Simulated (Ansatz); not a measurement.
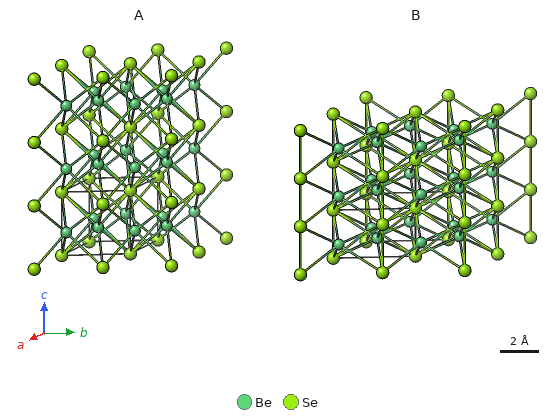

Two geometries of solid Be2Se (a generated structure, set up in P6/mmm), drawn at one scale. One is the start of a relaxation, the other its converged end. A ball-and-stick model of the cell of the calculation, repeated 2 × 2 × 3 with one cell outlined, seen slightly off an axis.

The calculation used DFT PBE, scalar-relativistic, plane waves, PAW (Ansatz 0.2.0). Set-up: plane-wave cutoff 420 eV; k-point mesh 12 × 12 × 18; occupations gaussian; smearing width 0.1 eV; no spin polarisation; cell and atoms relaxed; force threshold 0.01 eV/Å; at most 80 steps.

Q: Which of the two is the end point?

A: Structure A is the relaxed one. Over 11 accepted moves (13 points after the start) the energy falls by 403 meV per atom. All forces vanish by symmetry, so only the cell relaxes. The pressure goes from −3.33 to 0.00 GPa. At 2 points the geometry stayed and the basis and grid were re-selected for the new cell (energy shift of 7.0 meV per atom at most each time). No atom moves by more than 0.005 Å relative to the cell. The drawn cell changes as follows: a = b 4.384 → 3.662 Å (−16.5 %), c 2.606 → 3.438 Å (+31.9 %); the volume changes by −8.0 %. Near-neighbour distances that change, for instance: Se–Se 2.606 → 3.438 Å, Be–Se 2.847 → 2.725 Å. The space group stays P6/mmm (No. 191). Cost: 70 s on 1 thread of AMD EPYC 7R43 64-Core Processor (Zen 3), on a shared host, peak memory 0.46 GiB.
